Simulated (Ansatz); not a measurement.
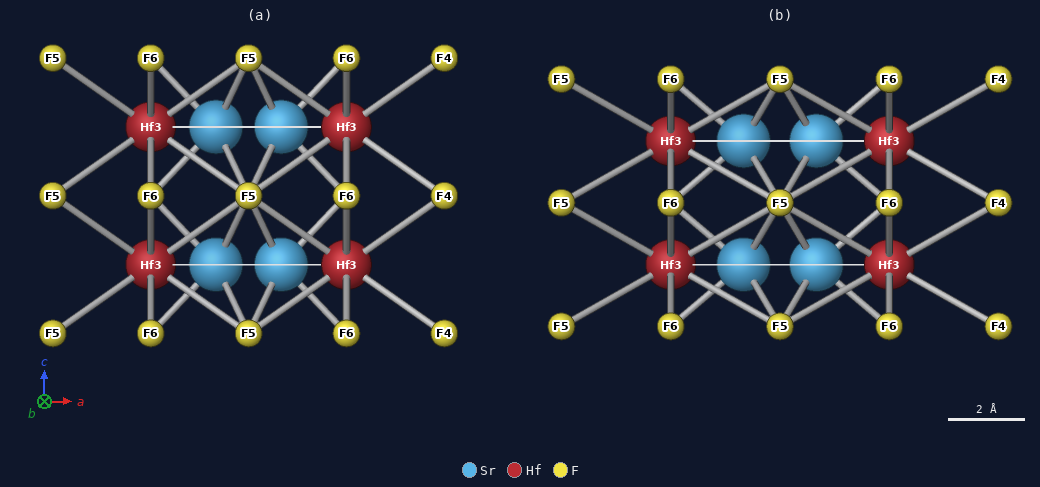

The structure of a crystal of Sr2HfF3 (built on the ScCo3B2 type) (coarse preliminary run) before (left) and after (right) a relaxation, at one scale.

A ball-and-stick model of the cell of the calculation, seen along the b axis.

Case: ScCo3B2 type (P6/mmm, No. 191).

These are results of DFT PBE, scalar-relativistic, plane waves, PAW in Ansatz 0.2.0, not measurements.

Input file:
```yaml
crystal:
  lattice:
    - [6.0106077584, 0.0, 0.0]
    - [-3.0053038792, 5.2053390109, 0.0]
    - [0.0, 0.0, 3.6599665458]
  atoms:
    - { symbol: Sr, position: [0.3333333333, 0.6666666667, 0.0] }
    - { symbol: Sr, position: [0.6666666667, 0.3333333333, 0.0] }
    - { symbol: Hf, position: [0.0, 0.0, 0.0] }
    - { symbol: F, position: [0.5, 0.0, 0.5] }
    - { symbol: F, position: [0.5, 0.5, 0.5] }
    - { symbol: F, position: [0.0, 0.5, 0.5] }
basis:
  ecutwfc: 420
kpoints:
  mp_grid: { grid: [3, 3, 6] }
hamiltonian:
  xc: pbe
scf:
  occupations: { method: gaussian, width: 0.1 }
  lower_state_search: "off"
output:
  forces: true
  stress: true
  eigenvalues: true
relax:
  adjacent_minimum: "off"
  f_tol: 0.04
  max_steps: 70
  cell: { stress_tol: 0.4 }
```

Launched with:
```bash
ansatz run input.yaml --threads 1 --pin off --max-ram 2560MiB --backend cpu --events-out ev --progress --plain --runs-dir out
```

> What changed between the two?

After 6 accepted moves (8 points after the start) the energy has fallen by 0.727 eV per cell of the calculation. All forces vanish by symmetry, so only the cell relaxes. Pressure: 4.36 GPa at the start and 0.01 GPa at the end. At 2 points the geometry stayed and the basis and grid were re-selected for the new cell (energy shift of 0.111 eV per cell of the calculation at most each time). No atom moves by more than 0.005 Å relative to the cell. Cell: a = b 6.011 → 6.710 Å (+11.6 %), c 3.660 → 3.288 Å (−10.2 %). Volume +11.9 %. Near-neighbour distances that change, for instance: Sr1–Sr2 3.470 → 3.874 Å, Sr1–Hf3 3.470 → 3.874 Å, Sr1–Sr1 3.660 → 3.288 Å, Hf3–Hf3 3.660 → 3.288 Å. Bond angles that change, for instance: F4–Sr1–F4 93.0° → 80.6°, Sr1–F5–Sr1 93.0° → 80.6°, Sr1–F5–Sr2 87.0° → 99.4°. The space group stays P6/mmm (No. 191). The run took 45 s on 1 thread of Arm Neoverse V1, on a shared host, peak memory 0.4 GiB.
